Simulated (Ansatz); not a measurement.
# Profile along the Ti–Ru line in TiRu (CsCl type)

TiRu (CsCl type)

```cif
data_RuTi
_chemical_formula_sum 'Ti1 Ru1'
_space_group_name_H-M_alt 'P 1'
_space_group_IT_number 1
_cell_length_a 3.02098
_cell_length_b 3.02098
_cell_length_c 3.02098
_cell_angle_alpha 90.000
_cell_angle_beta 90.000
_cell_angle_gamma 90.000
loop_
_space_group_symop_operation_xyz
  'x, y, z'
loop_
_atom_site_label
_atom_site_type_symbol
_atom_site_fract_x
_atom_site_fract_y
_atom_site_fract_z
_atom_site_occupancy
Ti1 Ti 0.00000 0.00000 0.00000 1
Ru1 Ru 0.50000 0.50000 0.50000 1
```

Fields along a shortest Ti–Ru line of a {110} plane (2.62 Å), from Ti to Ru, interpolated on the slice's grid (step about 0.2 Å). These are LDA (plane waves to 420 eV, PAW, scalar-relativistic; Ansatz, a first-principles code) values and carry that method's errors. k mesh 15×15×15. Near the nuclei the fields are pseudised (PAW); where an atom keeps semicore shells as valence, they peak there. TiRu is run without spin polarisation. TiRu was relaxed with its symmetry unable to fall.

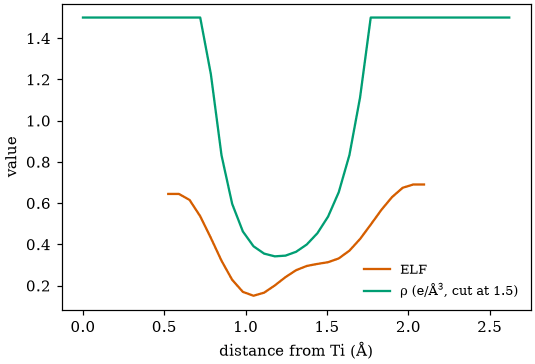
Figure. ELF (away from the nuclei) and valence density from Ti to Ru.

Density on the Ti–Ru line (2.62 Å) at its density minimum, 1.2 Å from Ti: 0.34 e/Å³. ELF at that point: 0.2.
